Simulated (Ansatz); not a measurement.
# C2H2F2 (vinylidene fluoride): MP2/aug-cc-pVDZ

What is the energy change on altering one bond length of C2H2F2 (vinylidene fluoride) at MP2/aug-cc-pVDZ? 

The calculation is run with Ansatz 0.2.0.

47 further runs of the same task are left out: 47 set aside as unsound or not needed.

**1. The system as given**

The species is C2H2F2 (6 atoms), meant as a singlet with charge 0. SMILES: `C=C(F)F`. Geometry: relaxed at PBE0-D4/def2-TZVP.

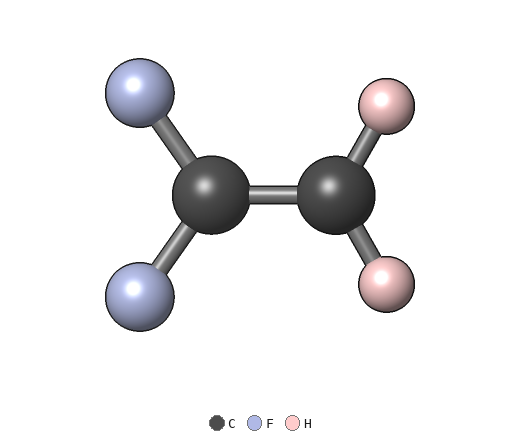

The structure, seen from a chosen angle (carbon dark grey, fluorine light blue, hydrogen pink).

**2. The energy at MP2/aug-cc-pVDZ**

in.yaml reads:

```yaml
crystal:
  periodic: [false, false, false]
  atoms:
    - symbol: C
      position_ang: [-0.115900, 0.471000, -0.544400]
    - symbol: C
      position_ang: [0.105000, -0.394600, 0.420100]
    - symbol: F
      position_ang: [-0.454900, -0.363600, 1.607600]
    - symbol: F
      position_ang: [0.919200, -1.422100, 0.343000]
    - symbol: H
      position_ang: [0.394200, 0.360600, -1.488400]
    - symbol: H
      position_ang: [-0.805600, 1.284800, -0.384200]
basis:
  gaussian: {orbitals: aug-cc-pVDZ}
correlation: {method: mp2, frozen_orbitals: {C: 1, F: 1, H: 0}}
accuracy: high
```

Started as:

```sh
ansatz run in.yaml --threads 1 --pin off --max-ram 3480MiB --events-out events.jsonl --progress --plain --runs-dir runs
```

What it wrote:

```text
Warning: RAYON_NUM_THREADS=1 ignored (pool sized by the plan → 1); use --threads N
Functional definition: HF
  name "HF"
  exchange = exact_x
  correlation = 0
2192 factors; integrals over basis functions are off by at most 3.1e-9 eV
mean field evaluation 1: about -7501.4753 eV, gradient 3.5e1 eV
mean field evaluation 2: about -7501.4760 eV, gradient 3.5e1 eV
mean field evaluation 4: about -7504.2225 eV, gradient 2.9e0 eV
mean field evaluation 8: about -7504.2676 eV, gradient 1.2e-1 eV
mean field -7504.26768673 eV, -275.7767509119 hartree, gradient 2.9e-8 eV, S^2 0.000000; 0 other end points of the search recorded, 0 dependent functions left out
4 core orbitals not correlated: weight in the atoms' cores, before any rotation towards them, 1.000 or more for the frozen orbitals, at most 0.000 for the correlated occupied ones
reference -7504.26768673 eV, -275.7767509119 hartree; 12, 12 occupied and 94, 94 virtual orbitals, 2192 factors
second order -18.30398753 eV of doubles, -0.00000000 eV of singles
Total energy: -7522.57167425 eV, -276.4494100466 hartree
```

It took 4.5 s on 1 thread of Arm Neoverse V1, shared host; peak memory 0.31 GiB.

**3. The distorted shape, same level**

input.yaml reads:

```yaml
crystal:
  periodic: [false, false, false]
  atoms:
    - {symbol: C, position_ang: [0.052064, 0.461700, -0.900636]}
    - {symbol: C, position_ang: [0.272964, -0.403900, 0.063864]}
    - {symbol: F, position_ang: [-0.454900, -0.363600, 1.607600]}
    - {symbol: F, position_ang: [1.087164, -1.431400, -0.013236]}
    - {symbol: H, position_ang: [0.562164, 0.351300, -1.844636]}
    - {symbol: H, position_ang: [-0.637636, 1.275500, -0.740436]}
basis:
  gaussian:
    orbitals: aug-cc-pVDZ
correlation:
  method: mp2
  frozen_orbitals: {C: 1, F: 1, H: 0}
accuracy: high
```

Started as:

```sh
ansatz run input.yaml --threads 1 --pin off --max-ram 3480MiB --events-out events.jsonl --progress --plain --runs-dir runs
```

What it wrote:

```text
Warning: RAYON_NUM_THREADS=1 ignored (pool sized by the plan → 1); use --threads N
[... 4 set-up lines as earlier in the session ...]
2195 factors; integrals over basis functions are off by at most 2.7e-9 eV
mean field evaluation 1: about -7498.6919 eV, gradient 3.9e1 eV
mean field evaluation 2: about -7498.6920 eV, gradient 3.9e1 eV
mean field evaluation 4: about -7502.1596 eV, gradient 4.1e0 eV
mean field evaluation 8: about -7502.2555 eV, gradient 2.1e-1 eV
mean field -7502.25574979 eV, -275.7028135933 hartree, gradient 1.7e-8 eV, S^2 0.000000; 0 other end points of the search recorded, 0 dependent functions left out
4 core orbitals not correlated: weight in the atoms' cores, before any rotation towards them, 1.000 or more for the frozen orbitals, at most 0.000 for the correlated occupied ones
reference -7502.25574979 eV, -275.7028135933 hartree; 12, 12 occupied and 94, 94 virtual orbitals, 2195 factors
second order -18.93054484 eV of doubles, -0.00000000 eV of singles
Total energy: -7521.18629463 eV, -276.3984982846 hartree
```

Wall time 5.4 s (1 thread of Arm Neoverse V1, shared host); peak memory 0.31 GiB.

**4. Summary of results**

At MP2/aug-cc-pVDZ, 4 core orbitals frozen:

| quantity | value |
| --- | --- |
| first shape: total energy | -276.44941 Eh |
| first shape: correlation energy (4 core orbitals frozen) | -672.7 mEh |
| distorted shape: total energy | -276.39850 Eh |
| distorted shape: correlation energy (4 core orbitals frozen) | -695.7 mEh |
| energy change with the C2–F3 bond stretched from 1.313 to 1.707 Å | 1.385 eV |

With the C2–F3 bond stretched from 1.313 to 1.707 Å the energy rises by 1.39 eV (134 kJ/mol). The first shape isn't relaxed at this level, so the change isn't measured from a minimum.
